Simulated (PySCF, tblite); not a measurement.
# C₆H₁₁BN₂O: geometry, infrared bands and NMR shifts

Aim: predict the infrared bands and NMR shifts of C₆H₁₁BN₂O (`C=C/C(=N\B(C)C)C(N)=O`).

Programs: tblite 0.8.0 and PySCF 2.14.0, with density-fitted response routines of our own. Each step states its level of theory. These are calculated values for one molecule in the gas phase, unless marked as measured. Atoms count from 0, in the outputs and in this text.

### 1 The starting structure

21 atoms, charge 0, multiplicity 1; geometry from: force field or distance geometry start.

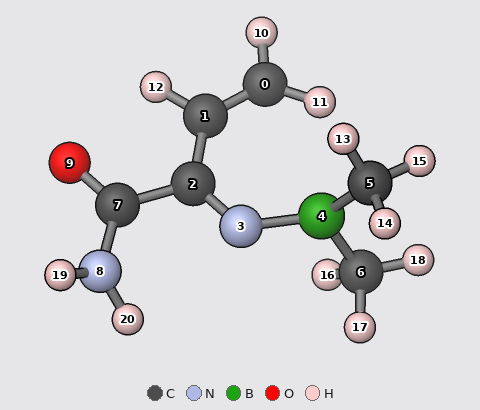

The starting geometry (carbon dark grey, nitrogen light blue, boron green, oxygen red, hydrogen pink), atoms numbered; sticks join atoms by distance.

### 2 Relaxing the molecule with GFN2-xTB

The job: settings as JSON, then the geometry in Å.

```
{"job": {"kind": "relax", "xc": "GFN2-xTB", "basis": "xTB"}, "charge": 0, "multiplicity": 1}
C     -0.289000     1.698300     1.720200
C      0.856100     1.336500     1.241300
C      1.181500     0.321600     0.270400
N      0.359400    -0.416400    -0.364600
B     -1.137700    -0.419500    -0.186300
C     -2.141800     0.360000    -1.130200
C     -1.721500    -1.740400     0.493700
C      2.604900     0.144600    -0.052900
N      3.023000    -0.831400    -1.014800
O      3.426400     0.881700     0.562400
H     -0.297900     2.494900     2.470900
H     -1.271300     1.320800     1.467700
H      1.728100     1.869800     1.676800
H     -1.754800     1.339000    -1.460800
H     -2.370100    -0.201700    -2.042000
H     -3.074800     0.538700    -0.570000
H     -1.060700    -1.954100     1.350700
H     -1.618000    -2.604200    -0.233200
H     -2.790000    -1.679800     0.712100
H      3.728700    -0.637600    -1.750200
H      2.610600    -1.803900    -1.006800
```

The run is started by

```
> OMP_NUM_THREADS=1 python probes_run.py task.json out
```

One launch serves the whole session: the jobs run in the order shown.

**Question.** This job is followed by: GFN2-xTB harmonic vibrations, gas phase; GIAO PBE0/pcSseg-1 NMR shielding, non-relativistic, gas phase. Predict these results of the whole session: strongest single infrared mode (GFN2-xTB); zero-point energy (GFN2-xTB); ¹³C shifts against TMS (PBE0/pcSseg-1, means over atoms taken as alike); ¹H shifts against TMS (PBE0/pcSseg-1, means over atoms taken as alike); ¹⁵N shifts against NH3 (PBE0/pcSseg-1); ¹¹B shifts against BF3·OEt2 (PBE0/pcSseg-1); ¹⁷O shifts against H2O (PBE0/pcSseg-1); surface potential, least and greatest.

As calculated:

```
                                                               quantity                                   value
                              strongest single infrared mode (GFN2-xTB)                   1753 cm⁻¹, 503 km/mol
                                           zero-point energy (GFN2-xTB)                          103.3 kcal/mol
¹³C shifts against TMS (PBE0/pcSseg-1, means over atoms taken as alike)     164.8, 142.0, 134.6, 133.9, 4.5 ppm
 ¹H shifts against TMS (PBE0/pcSseg-1, means over atoms taken as alike)  7.55, 6.61, 6.32, 6.19, 4.76, 0.52 ppm
                                 ¹⁵N shifts against NH3 (PBE0/pcSseg-1)                        356.4, 110.4 ppm
                            ¹¹B shifts against BF3·OEt2 (PBE0/pcSseg-1)                                28.3 ppm
                                 ¹⁷O shifts against H2O (PBE0/pcSseg-1)                               407.6 ppm
                                  surface potential, least and greatest                      -1.76 V and 1.92 V
```

Over 79 steps the energy fell by 1.662 eV; of the close pairs, N3–B4 changed most, 1.508 to 1.339 Å. All 57 modes are real, so the xTB geometry is a minimum. The strongest single mode, at 1753 cm⁻¹, moves mainly C7. GFN2-xTB is a fitted tight-binding method: band positions and strengths are rough. Its intensities can rank the bands wrongly. H12 (hydrogen on an alkene CH) lies farthest downfield among hydrogen, at 7.55 ppm; olefinic region. At PBE0/pcSseg-1: The widest tensor belongs to O9: span 734 ppm, with a paramagnetic part of -469 ppm. By nearest atom (PBE0/pcSseg-1), the HOMO sits on O9 44 %; N3 21 % and the LUMO on N3 24 %; C2 21 %.
